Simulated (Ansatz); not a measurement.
C$_{4}$H$_{9}$F$_{2}$In

```yaml
atoms:
  - { symbol: C, position_ang: [0.4814, 0.5976, 1.3609] }
  - { symbol: C, position_ang: [0.0276, -0.0937, 0.0791] }
  - { symbol: C, position_ang: [1.0845, -1.0670, -0.4274] }
  - { symbol: C, position_ang: [-1.3123, -0.7934, 0.2866] }
  - { symbol: F, position_ang: [-1.4741, 3.0060, -1.2253] }
  - { symbol: F, position_ang: [0.5495, 1.5793, -3.2020] }
  - { symbol: In, position_ang: [-0.2800, 1.4604, -1.4274] }
  - { symbol: H, position_ang: [0.6184, -0.1600, 2.1557] }
  - { symbol: H, position_ang: [-0.2570, 1.3270, 1.7285] }
  - { symbol: H, position_ang: [1.4453, 1.1165, 1.2398] }
  - { symbol: H, position_ang: [0.7858, -1.5613, -1.3645] }
  - { symbol: H, position_ang: [1.2429, -1.8599, 0.3279] }
  - { symbol: H, position_ang: [2.0564, -0.5795, -0.5993] }
  - { symbol: H, position_ang: [-1.6700, -1.2960, -0.6259] }
  - { symbol: H, position_ang: [-1.2001, -1.5734, 1.0636] }
  - { symbol: H, position_ang: [-2.0983, -0.1026, 0.6296] }
```

Geometry: PBE0-D4/def2-SVP; core potentials replace the inner electrons of In.

Theory: isolated molecule in a Gaussian basis; Kohn-Sham density functional theory, functional PBE0 (Ansatz 0.2.0).

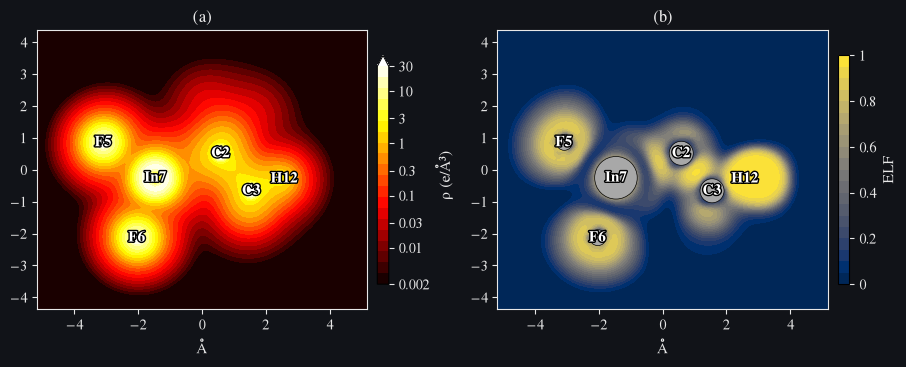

Figure 1. (a) electron density; (b) electron localisation function on the plane of atoms C2, In7 and F5. Grey discs cover the atomic cores in the ELF map.

What does the map show?

Answer.
- Atoms in the plane: C, F, In and H.
- C–C (1.52 Å): ρ at the midpoint is about 1.7 e/Å³; the ELF peaks at about 0.95 between the atoms, as expected for a covalent bond.
- In–F (1.96 Å): ρ is about 0.7 e/Å³ halfway; the ELF peaks at about 0.85 in the valence shell of F, 0.5 Å from its nucleus, and drops to about 0.10 between the two atoms.
- C–In (2.19 Å): ρ is about 0.64 e/Å³ halfway; the ELF peaks at about 0.85 in the valence shell of C, 0.7 Å from its nucleus, and drops to about 0.20 between the two atoms.
- C–H (1.11 Å): ρ at the midpoint is about 1.9 e/Å³; the ELF climbs to about 1 towards the hydrogen, as it does in any bond to H (a covalent bond by its length).
- The ELF also peaks beside F6 and F5, away from the bonds: lone-pair regions.

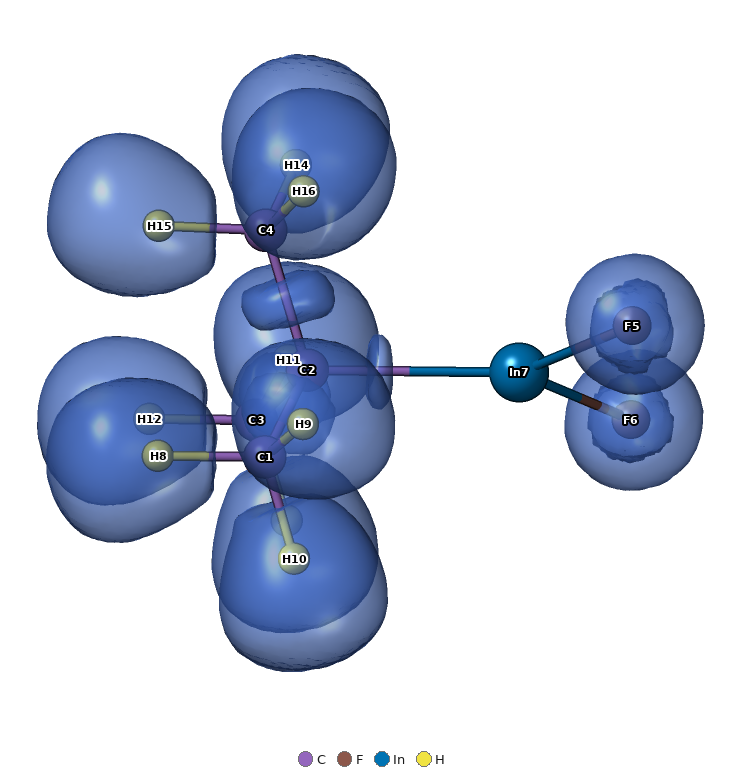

Figure 2. Isosurface of the ELF at 0.8 (blue), seen from one side. Only the valence region is drawn (cores and ρ < 0.01 e/Å³ removed).

Describe the localisation domains.

Answer. At this value the surface marks out three regions between bonded C–C atoms (shared pairs), nine regions around hydrogen nuclei, one lobe of the valence shell of C pointing towards In (polar bonds) and two regions wrapped around F (the valence shell of each).

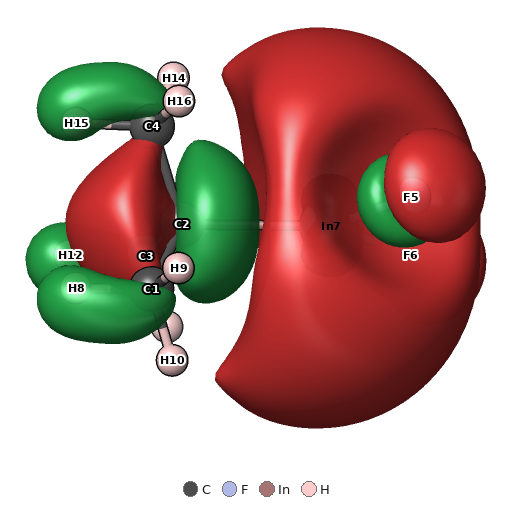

Figure 3. The LUMO at ±0.05 Å⁻³ᐟ² (green and red are the two phases), seen from one side.

What is the character of this orbital?

Answer. By Hirshfeld shares it lies mainly on In7 (about 50 %), C2 (about 15 %), F6 (about 10 %) and F5 (about 10 %). Its energy is −1.88 eV.
